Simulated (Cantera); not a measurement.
Input: 1 mol Ca(OH)₂, 1.5 mol H₂O, 0.081 mol CO₂, 0.25 mol C, equilibrated at 10000 Pa.

Method: chemical equilibrium by Gibbs-energy minimisation in Cantera with the NASA 1993 tables (ideal gas, pure condensed phases). Candidate condensed phases: C, C₆H₆, C₇H₈, C₈H₁₈, Ca, CaCO₃, CaO, Ca(OH)₂, H₂O; 115 gas species. Kinetics and transport are ignored.

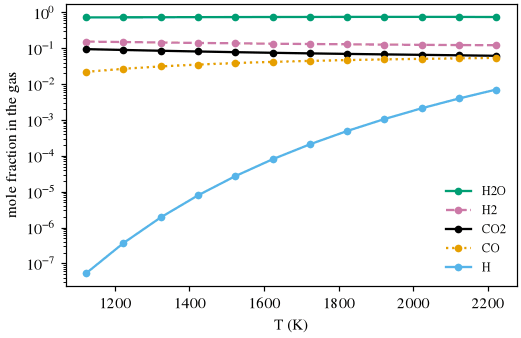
Figure: Equilibrium gas composition (values under 1e-9 drawn at 1e-9)

From 1123 K to 2223 K the condensed part is CaO(s).
